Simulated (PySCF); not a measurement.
Excited-state calculation of C₄H₉ClOSi

System: C₄H₉ClOSi.
Method: TDDFT wB97X-D/def2-SVPD, vertical, gas phase, core orbitals frozen in the response (PySCF 2.14.0).

The geometry comes from this level: PBE0-D3(BJ)/def2-SVP. It belongs to a series of runs on one base structure; here: constitutional isomer.

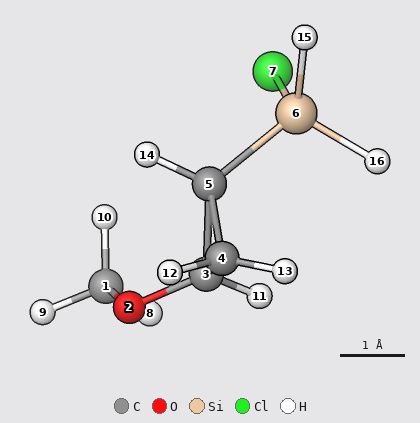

**Figure 1.** The structure (ball-and-stick view, seen at a tilt; atoms are numbered from 1 in the order of the input). Bond lengths as drawn: Cl–Si 2.08 Å, C–C 1.48 to 1.52 Å, C–H 1.09 to 1.11 Å, C–O 1.37 to 1.40 Å, C–Si 1.85 Å and H–Si 1.49 Å.

The input:
```
{"job": {"kind": "uv", "xc": "wB97X-D", "basis": "def2-SVPD", "ip": true, "dynamic": false}, "charge": 0, "multiplicity": 1}
C      2.025032     1.162700    -0.270747
O      1.717956    -0.200438    -0.376119
C      0.635441    -0.559548     0.390941
C     -0.150869    -1.734594    -0.041981
C     -0.752204    -0.345303    -0.178624
Si    -2.119334     0.266973     0.904109
Cl    -1.885344     2.315860     1.164107
H      2.333781     1.434088     0.756891
H      2.858997     1.371330    -0.954800
H      1.162456     1.798849    -0.543749
H      0.767330    -0.394929     1.472464
H      0.169630    -2.216197    -0.969001
H     -0.539577    -2.415126     0.720824
H     -0.742621     0.049879    -1.201362
H     -3.472982     0.042365     0.323603
H     -2.025950    -0.380809     2.245085
```

The first line tells a small driver script what to run in PySCF; the rest is the geometry in Å.

Command:
```bash
OMP_NUM_THREADS=1 python <driver script> task.json out
```

What the program printed:
```
coarse grid: 14264 points
cycle   1  E = -982.0955364568  dE =  9.694e-01  |g| = 5.684e-01  |ddm| = 5.224e+00
cycle   2  E = -982.1019198847  dE = -6.383e-03  |g| = 6.038e-01  |ddm| = 1.599e+00
cycle   3  E = -982.1684790250  dE = -6.656e-02  |g| = 6.627e-02  |ddm| = 7.115e-01
cycle   4  E = -982.1693257869  dE = -8.468e-04  |g| = 2.564e-02  |ddm| = 1.450e-01
cycle   5  E = -982.1694928832  dE = -1.671e-04  |g| = 4.193e-03  |ddm| = 5.570e-02
cycle   6  E = -982.1694981440  dE = -5.261e-06  |g| = 1.350e-03  |ddm| = 1.376e-02
final grid: 128064 points
cycle   7  E = -982.3005571138  dE = -1.052e-04  |g| = 5.370e-03  |ddm| = 1.892e-01
cycle   8  E = -982.3005608315  dE = -3.718e-06  |g| = 4.103e-03  |ddm| = 2.328e-02
cycle   9  E = -982.3005647677  dE = -3.936e-06  |g| = 6.866e-04  |ddm| = 6.933e-03
cycle  10  E = -982.3005648649  dE = -9.723e-08  |g| = 3.732e-04  |ddm| = 1.988e-03
cycle  11  E = -982.3005648948  dE = -2.991e-08  |g| = 6.947e-05  |ddm| = 6.839e-04
cycle  12  E = -982.3005648960  dE = -1.214e-09  |g| = 1.961e-05  |ddm| = 1.574e-04
cycle  13  E = -982.3005648962  dE = -1.539e-10  |g| = 5.275e-06  |ddm| = 7.316e-05
```

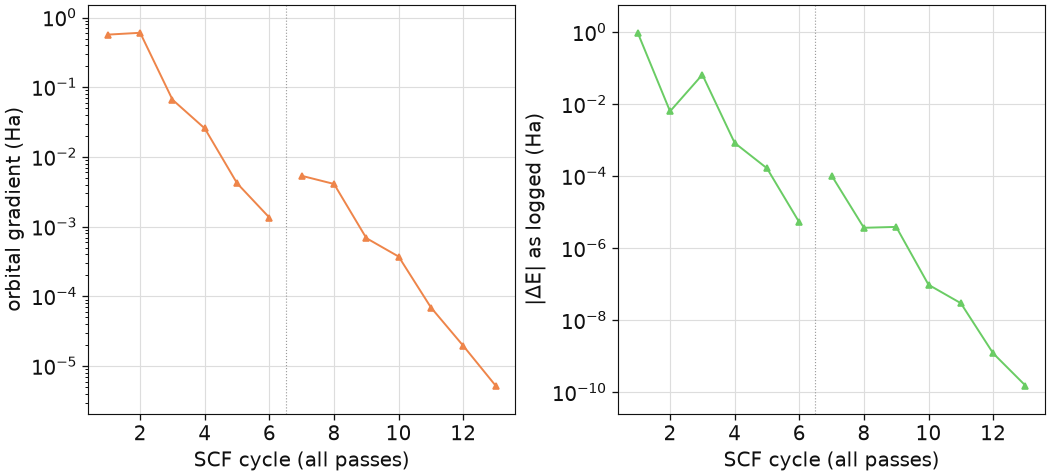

**Figure 2.** Convergence of the self-consistent field: orbital gradient and size of the energy change against the SCF cycle. The dotted line marks the change from a coarse to the final integration grid. The first 6 cycles use a coarse grid, the final grid takes over at cycle 7, and the field converges after 13 cycles in all.

```
converged SCF energy = -982.3005648962

Static polarisability (au): isotropic 89.898, principal 75.649 95.582 98.462

Singlet excitations
state   eV       nm        f      main configurations
  1   7.1990    172.2   0.02723   H->L 0.79, H-1->L 0.09
  2   7.5957    163.2   0.03152   H-1->L 0.52, H-2->L 0.16
  3   7.6560    161.9   0.02680   H->L+1 0.43, H->L+2 0.26, H-2->L 0.12
  4   7.7200    160.6   0.02834   H-2->L 0.57, H-3->L 0.15, H-1->L 0.09
  5   7.9196    156.6   0.00854   H->L+4 0.69, H->L+1 0.10
  6   8.0793    153.5   0.00390   H->L+3 0.40, H->L+2 0.20, H->L+1 0.09
  7   8.3704    148.1   0.02128   H-1->L+1 0.27, H->L+6 0.20, H-3->L 0.12
  8   8.4090    147.4   0.00275   H->L+6 0.31, H-3->L 0.12, H-4->L 0.11
  9   8.4695    146.4   0.02731   H-1->L+1 0.30, H-3->L 0.23, H-1->L+3 0.12
 10   8.6017    144.1   0.02118   H-2->L+1 0.23, H-2->L+3 0.16, H->L+3 0.11

Triplet excitations (Tamm-Dancoff, eV): 6.9758 7.2746 7.3627 7.5542
Vertical ionisation energy (delta-SCF) = 9.5546 eV
```

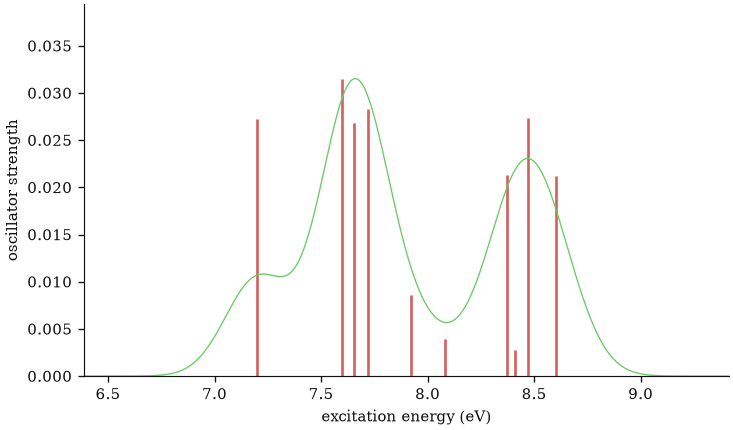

**Figure 3.** Computed excitations as sticks (degenerate states added up, dark ones marked on the axis), with a Gaussian envelope of 0.35 eV full width at half maximum, scaled to the tallest. Of the 10 states the lowest lies at 7.20 eV (f = 0.027); the strongest line is at 7.60 eV, or 163 nm (f = 0.032).

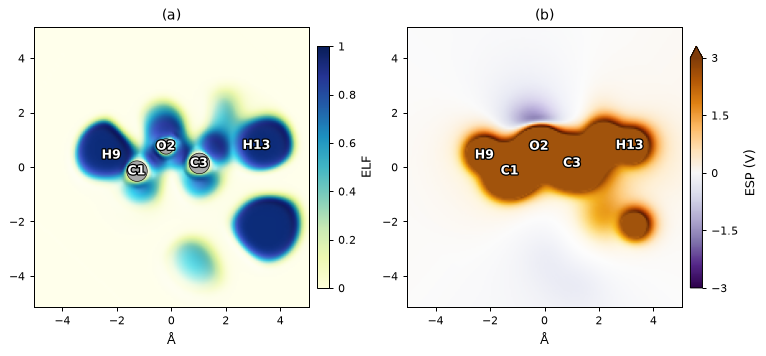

**Figure 4.** (a) electron localisation function; (b) molecular electrostatic potential on the plane of atoms O2, C1 and H9. Grey discs, where drawn, cover atomic cores.

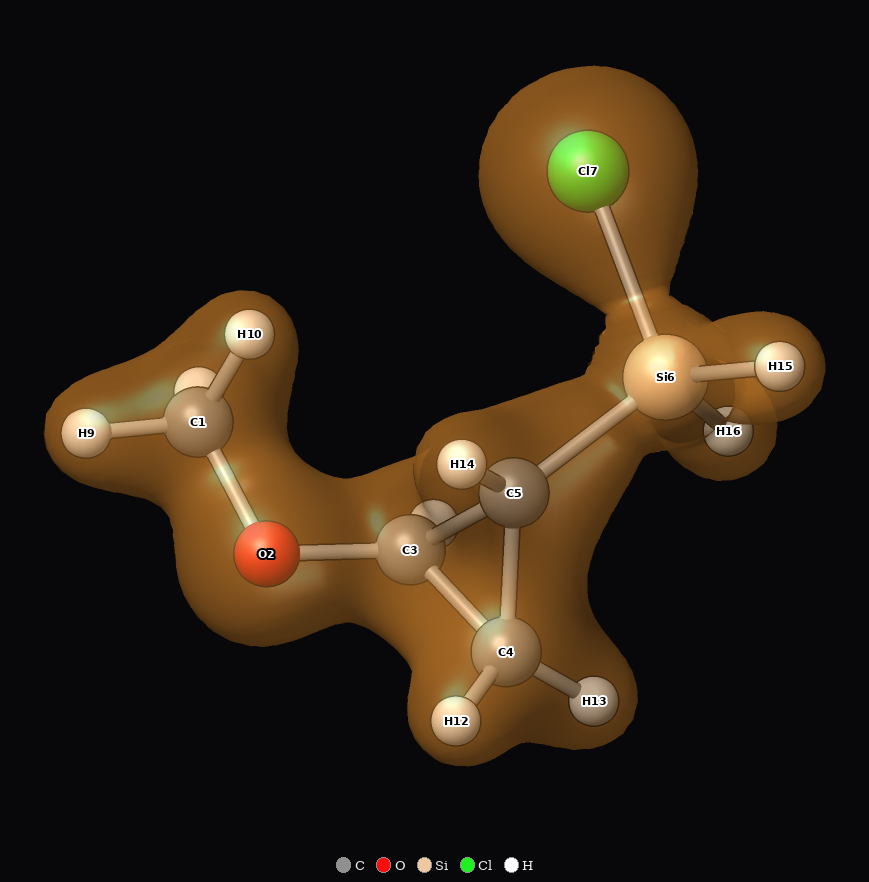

**Figure 5.** Isosurface of the electron density at 0.5 e/Å³ (orange), seen face on. At this value the surface is in one piece. On the grid the lowest density along these lines, outside the cores, is 1.9 e/Å³ (C–O, 1.37 Å), 1.7 e/Å³ (C–C, 1.48 Å), 0.83 e/Å³ (C–Si, 1.85 Å) and 0.59 e/Å³ (Si–Cl, 2.08 Å).

Key numbers:

```tsv
quantity	value
outcome	converged
total energy	−982.300565 hartree
HOMO	−9.39 eV
LUMO	1.70 eV
dipole moment	1.01 D
mean polarisability	89.90 a.u.
vertical ionisation energy	9.55 eV
lowest singlet excitation	7.20 eV
hardware	1 CPU thread, shared host
wall time	3.2 min
peak memory	0.99 GiB
```
